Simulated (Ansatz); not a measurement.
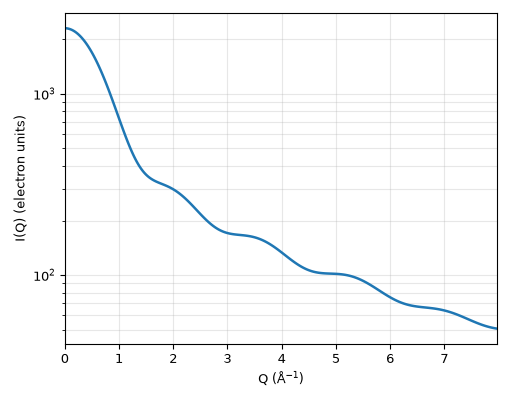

Elastic X-ray scattering of a randomly oriented, rigid molecule, calculated with the Debye equation from neutral-atom form factors (independent atoms, no Compton part, no vibration). The geometry is the end point of an optimisation (RKS B3LYP-D4/def2-SVP (Ansatz)); it may be a saddle point or a higher isomer. It contains O, C, F, B, Cl, H.

How many electrons does the independent-atom model of the molecule hold?

Answer. I(0) is the square of the electron number: I(0) = 2300, so about 48 electrons, the count of CH3BClFO.

What radius of gyration does the initial fall-off give?

Answer. From I(Q) ≈ I(0) exp(−Q²R²/3) at small Q, R ≈ 1.93 Å. It is larger than the electron-weighted radius of the nuclear positions alone (1.80 Å), because each atom's electron cloud adds to it.
